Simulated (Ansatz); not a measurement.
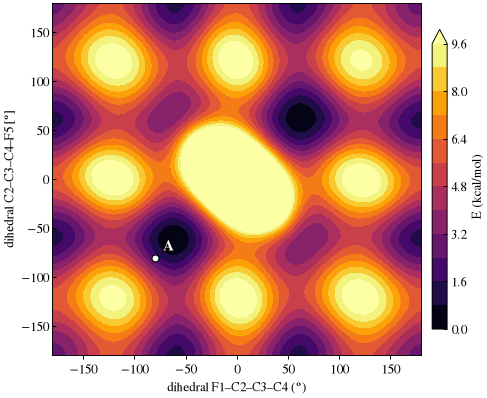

C₃H₆F₂, SMILES FCCCF. First axis: dihedral F1–C2–C3–C4. Second axis: dihedral C2–C3–C4–F5. Nothing is relaxed (all other coordinates rigid). Grid: 18 × 18 points; 171 points were computed and 153 follow by symmetry. Points are written as (first, second). Energies: kcal/mol, counted from the relaxed molecule at the same level. Level of theory: Ansatz, RKS PBE0-D4/def2-SVP.

Drawn: filled contours, one colour for all values above the top of the scale, the point A. Between grid points the surface is interpolated.

Which way does the force act at A, and how strong is it?

A, at (−80°, −80°), is not a stationary point. The computed force is 0.1 kcal/mol for each degree towards larger values of dihedral F1–C2–C3–C4 and 0.1 kcal/mol for each degree towards larger values of dihedral C2–C3–C4–F5.
